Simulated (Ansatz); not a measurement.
## Electronic structure of CH$_{3}$F$_{3}$Ge (SMILES F[C](F)(F)[GeH3]) in real space

```yaml
atoms:
  - { symbol: F, position_ang: [0.4998, -0.9910, 1.5923] }
  - { symbol: C, position_ang: [0.6880, -0.6520, 0.3062] }
  - { symbol: F, position_ang: [0.6625, -1.7903, -0.4065] }
  - { symbol: F, position_ang: [1.9332, -0.1574, 0.2098] }
  - { symbol: Ge, position_ang: [-0.6900, 0.6614, -0.3315] }
  - { symbol: H, position_ang: [-0.5700, 1.9068, 0.5496] }
  - { symbol: H, position_ang: [-0.3735, 0.9733, -1.7959] }
  - { symbol: H, position_ang: [-2.0577, -0.0079, -0.1797] }
```

Geometry: PBE0-D4/def2-TZVP.

All numbers below come from RKS PBE0-D4/def2-TZVPP (Ansatz).

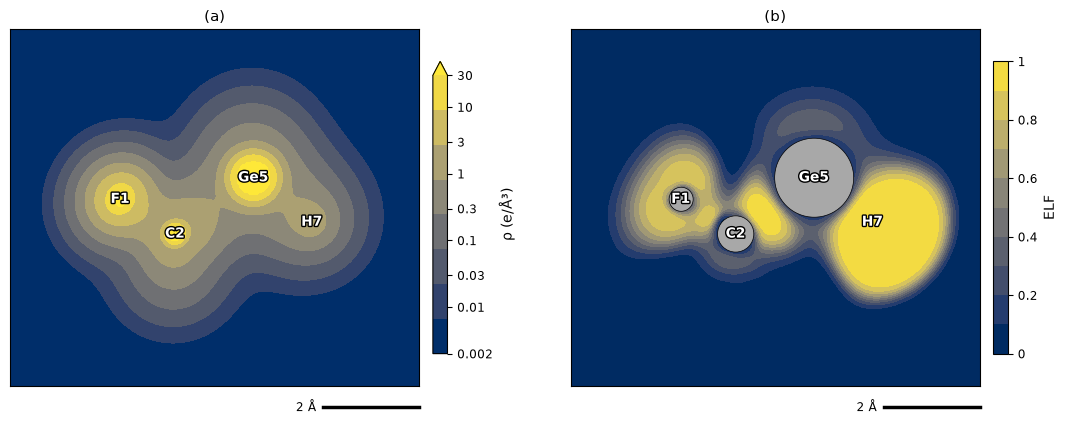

Figure 1. (a) electron density; (b) ELF on the plane of atoms C2, Ge5 and H7. Grey discs cover the atomic cores in the ELF map.

Q: What do the fields say about this system?

A: The section cuts through F, C, Ge and H sites.
C–F (1.34 Å): ρ at the midpoint is about 2.4 e/Å³; the ELF peaks at about 0.85 between the atoms (a shared but strongly polarised pair).
C–Ge (2.01 Å): ρ at the midpoint is about 0.86 e/Å³; the ELF peaks at about 1 in the valence shell of C, 0.7 Å from its nucleus, and is about 0.80 at the midpoint.
Ge–H (1.53 Å): the density is about 1.1 e/Å³ at the midpoint; the ELF climbs to about 1 towards the hydrogen.
The ELF also peaks beside F1, away from the bonds: lone-pair regions.

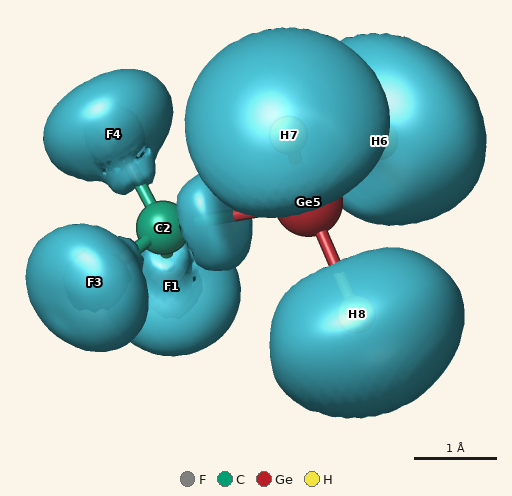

Figure 2. Isosurface of the electron localisation function at 0.75 (cyan), seen at an oblique angle. Core shells and regions of very low density are left out.

Q: Where are the electrons localised?

A: At this value the surface marks out three regions around hydrogen nuclei, one lobe of the valence shell of C pointing towards Ge (polar bonds) and three regions on F in which the atom's valence shell and bonds are merged.

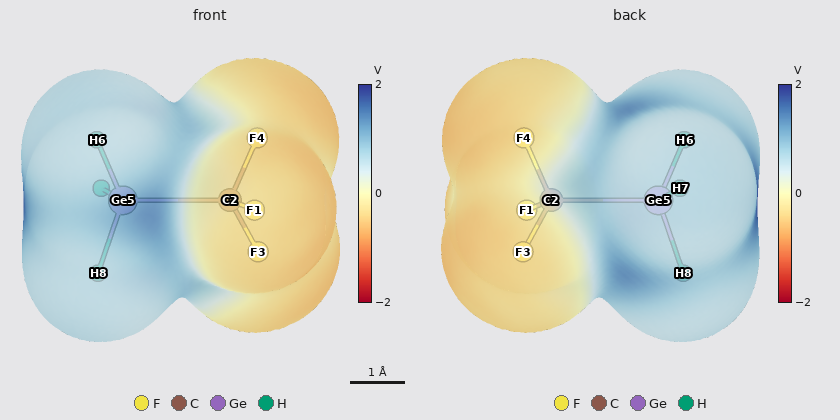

Figure 3. The molecular electrostatic potential painted on the density surface at 0.002 e/bohr³, seen from the front and from behind; the colour scale runs from red (negative) to blue (positive).

Q: Which sites attract a positive test charge, and which a negative one?

A: A positive charge is drawn to the negative regions and a negative charge to the positive ones. The most negative region (about −0.6 V, or −14 kcal/mol for a unit charge) lies over F1, F3 and F4, the most positive (about +1.7 V, or +39 kcal/mol for a unit charge) over Ge5.
